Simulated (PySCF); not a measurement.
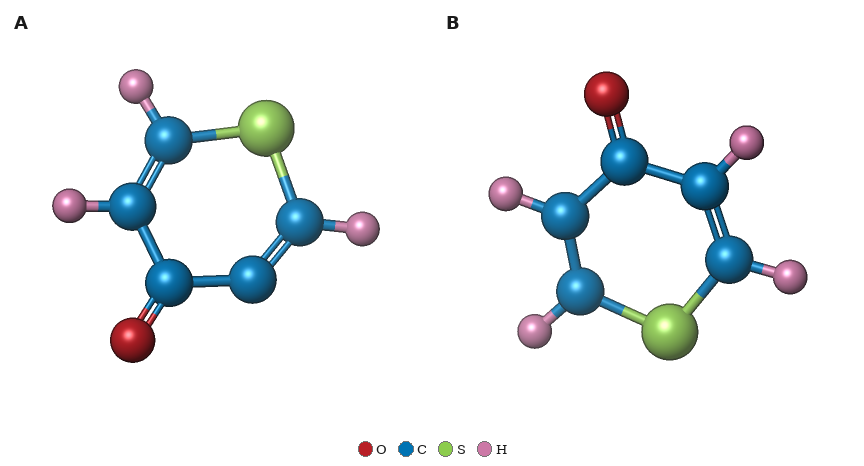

Two related species, optimised with PBE0-D3(BJ)/def2-SVP; properties computed with PySCF 2.14.0. A: charge 0, doublet. B: charge +1, doublet.

**What are A and B?**

A is C5H3OS (O=c1[c]cscc1), B is C5H4OS(+) (O=C1C=CS[CH][CH+]1).

Compare them. With UKS B3LYP, IGLO-III on C O S, pcH-1 on H, non-relativistic: isotropic g value. With PBE0-D3(BJ)/def2-SVP: mean S–C length (Å).

| quantity | A | B |
| --- | --- | --- |
| isotropic g value | 2.00226 | 2.01969 |
| mean S–C length (Å) | 1.735 | 1.697 |

Each is one conformer, and no frequency run is at hand to confirm it as a minimum.
